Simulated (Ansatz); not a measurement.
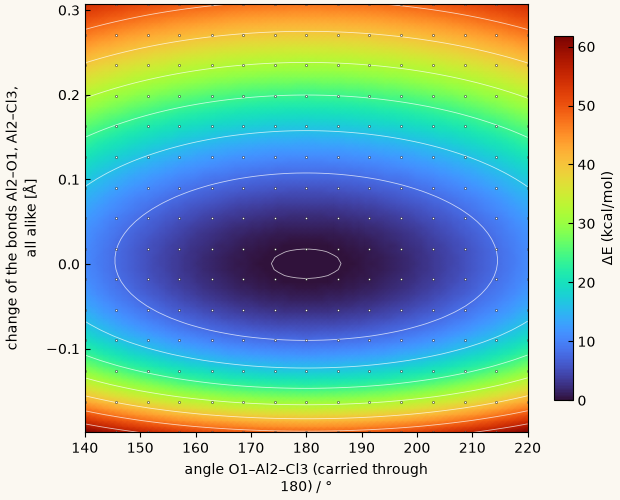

AlClO, SMILES [O]=[Al][Cl]. The first coordinate is: angle O1–Al2–Cl3 (carried through 180); the second: change of the bonds Al2–O1, Al2–Cl3, all alike. Nothing is relaxed (all other coordinates rigid). The scan uses a 15 × 15 grid; 120 points were computed and 105 follow by symmetry. Points are written as (first, second). All energies are given in kcal/mol relative to the lowest grid point. Method: Ansatz, RHF/def2-TZVP.

Drawn: a smooth colour map with a few white contour lines, dots at the grid points. Between grid points the surface is interpolated.

The lowest grid point is at (180.0°, 0.018 Å). It is the only kind of minimum in the scanned range. The highest grid point, (140.0°, −0.199 Å), lies 61.7 kcal/mol above the lowest. Round the minimum the two coordinates are nearly uncoupled.

The system is changed to AlFO, SMILES [O]=[Al][F]; the new grid has 15 × 15 points, laid about the new relaxed structure.

Q: What will the new map look like?

A: The lowest place stays at about (180°, 0.000 Å). The curvature at the minimum changes by less than a tenth (about 2) eV/rad² along the first coordinate and from about 75 to 92 eV/Å² along the second coordinate.

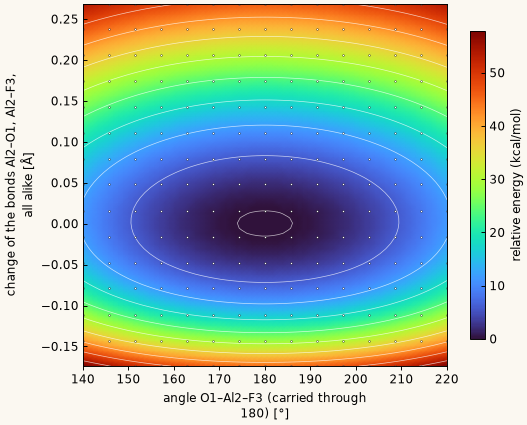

The map after the change, on a colour scale of its own. The picture shows a smooth colour map with a few white contour lines, dots at the grid points. Between grid points the surface is interpolated.
